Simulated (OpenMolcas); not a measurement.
```
&GATEWAY
Basis set
Ni.ANO-RCC-VDZP.
Ni1 0.0 0.0 0.0 Angstrom
End of basis
Basis set
F.ANO-RCC-VDZP.
L1 2.184000 0.000000 0.000000 Angstrom
L2 0.000000 2.184000 0.000000 Angstrom
L3 0.000000 0.000000 2.184000 Angstrom
End of basis
Basis set
Ca.EMB-AIMP.Lopez-Moraza.10s7p.1s1p.ECP.CsCaF3.
PseudoCharge
* 3 symmetry-unique lattice sites within 7.6 angstrom
End of basis
Basis set
Cs.EMB-AIMP.Lopez-Moraza.0s.0s.ECP.CsCaF3.
PseudoCharge
* 16 symmetry-unique lattice sites within 7.6 angstrom
End of basis
Basis set
Ca.EMB-AIMP.Lopez-Moraza.0s.0s.ECP.CsCaF3.
PseudoCharge
* 6 symmetry-unique lattice sites within 7.6 angstrom
End of basis
Basis set
F.EMB-AIMP.Lopez-Moraza.0s.0s.ECP.CsCaF3.
PseudoCharge
* 27 symmetry-unique lattice sites within 7.6 angstrom
End of basis
Symmetry
XYZ
AngMom=0.0 0.0 0.0
AMFI
RICD
XField
1537 Angstrom 0
* Evjen-weighted lattice charges
&SEWARD
&RASSCF
FileOrb=start.orb
Symmetry=1
Spin=3
nActEl=8 0 0
Inactive=18 21
Ras2=5 0
CIRoot=10 10 1
SDav=10
CIMx=300
Iter=150 100
PrWF=0.3
OrbListing=Nothing
MaxOrb=0
LevShft=1.0
>>> COPY $Project.JobIph JOB001
&RASSCF
FileOrb=start.orb
Symmetry=1
Spin=1
nActEl=8 0 0
Inactive=18 21
Ras2=5 0
CIRoot=15 15 1
SDav=15
CIMx=300
Iter=150 100
PrWF=0.3
OrbListing=Nothing
MaxOrb=0
LevShft=1.0
>>> COPY $Project.JobIph JOB002
&RASSI
NrOfJobIphs=2 10 15
1 2 3 4 5 6 7 8 9 10
1 2 3 4 5 6 7 8 9 10 11 12 13 14 15
IphNames
JOB001
JOB002
EJob
SpinOrbit
DIPRint=1.0
SOCoupling=1000.0
Subsets=2
Property=9
'ANGMOM' 1 'ANGMOM' 2 'ANGMOM' 3 'MLTPL  1' 1 'MLTPL  1' 2 'MLTPL  1' 3
'AMFI' 1 'AMFI' 2 'AMFI' 3
SOProperty=3
'ANGMOM' 1 'ANGMOM' 2 'ANGMOM' 3
>>> COPY JOB001 $Project.JobIph
&CASPT2
Multistate=10 1 2 3 4 5 6 7 8 9 10
NoMult
Frozen=5 6
IPEA=0.25
Imaginary=0.1
MaxIter=60
WThr=0.0 0.3 0.05
PrWF=0.5
NoMix
>>> COPY JOB002 $Project.JobIph
&CASPT2
Multistate=15 1 2 3 4 5 6 7 8 9 10 11 12 13 14 15
NoMult
Frozen=5 6
IPEA=0.25
Imaginary=0.1
MaxIter=60
WThr=0.0 0.3 0.05
PrWF=0.5
NoMix
```

Run as:
```bash
OMP_NUM_THREADS=1 MOLCAS_MEM=2457 MOLCAS_PROJECT=a pymolcas a.inp > a.log  # once for each step of the input, in one work folder
```

The CASPT2 energies were then put on the diagonal of the RASSI spin-orbit matrix.

Computed with OpenMolcas: state-averaged SS-CASPT2, IPEA shift 0.25, imaginary shift 0.1 hartree, closed shells 3s 3p correlated, active space 8 electrons in the shell 3d, basis ANO-RCC-VDZP on all atoms, DKH2 scalar Hamiltonian, spin-orbit coupling by RASSI with atomic mean-field integrals.

Ni²⁺ (3d⁸) as a dopant in CsCaF₃, a cluster with its 6 nearest F⁻ at 2.184 Å (octahedron) embedded in model potentials and point charges; the geometry was set, not optimised. The cluster and the levels that result:

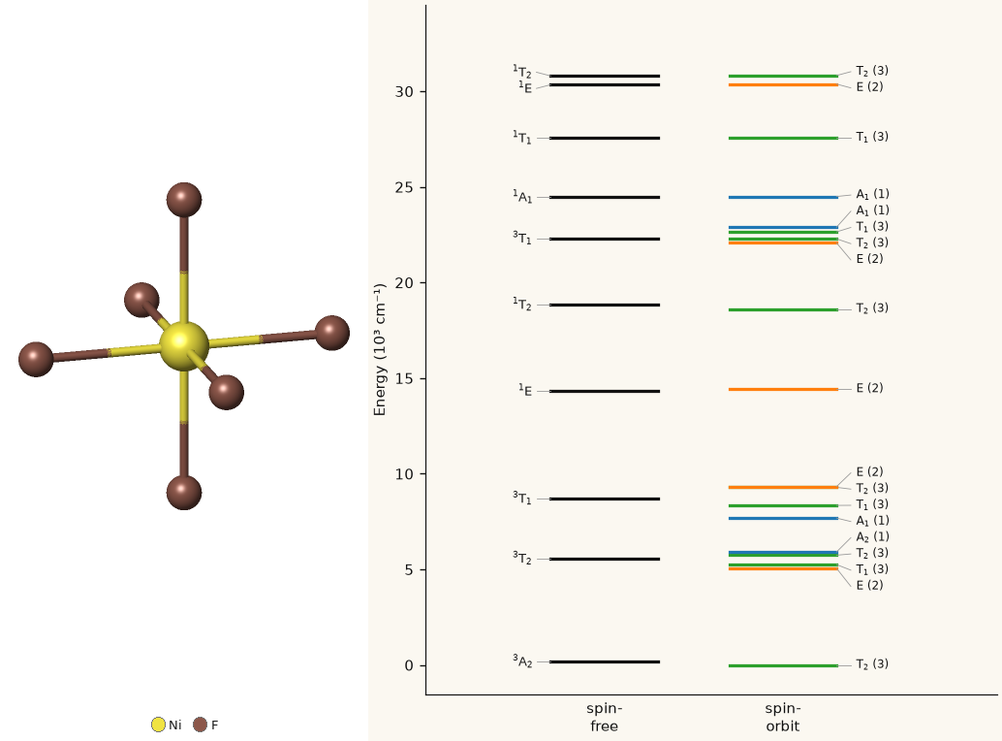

Labels give the representation in O, Td, D4 or D3 as the site allows (double group for half-integer spin) where it could be assigned and, in brackets, the degeneracy; spin-free states, where drawn, share the zero of the spin-orbit levels.

The ground level is T₂, 3-fold degenerate, 100 % from states of spin multiplicity 3. The next level lies at 5,050 cm⁻¹ (E). The lowest spin-free state is ³A₂, from the free-ion F term; of the same spin there follow at 5,390 cm⁻¹ (³T₂), 8,530 cm⁻¹ (³T₁) and 22,100 cm⁻¹ (³T₁) above it.

Limits of the model: single d shell for a late 3d ion, CASPT2 field may be too large; the geometry is set by hand, with no relaxation and no charge compensation.
